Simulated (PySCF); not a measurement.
SMILES CC/C=C\SC at its GFN2-xTB optimised geometry (Å):

```
16

C      1.4408    -0.9397     0.0000
C     -0.0871    -0.9397     0.0000
C     -0.6308     0.4512     0.0000
C     -1.4595     0.9439    -0.9096
S     -2.0898     0.0344    -2.2806
C     -3.0698     1.3431    -3.0744
H      1.8228    -0.4150     0.8734
H      1.8199    -1.9587     0.0157
H      1.8178    -0.4441    -0.8916
H     -0.4440    -1.4644     0.8915
H     -0.4596    -1.4705    -0.8783
H     -0.3018     1.0939     0.8061
H     -1.8228     1.9587    -0.8686
H     -2.4169     2.1584    -3.3743
H     -3.5324     0.8983    -3.9496
H     -3.8362     1.6927    -2.3877
```

Level of theory: B3LYP/def2-TZVP (PySCF). Cells within 0.4 Å of a nucleus heavier than hydrogen are left out (blank, or x).

Map of the deformation density (molecule minus spherical neutral atoms) (e/bohr³) on the plane z = 0.0 Å:

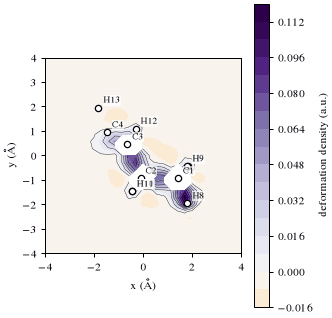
*Deformation density (molecule minus spherical neutral atoms) (e/bohr³) on the plane z = 0.0 Å.*
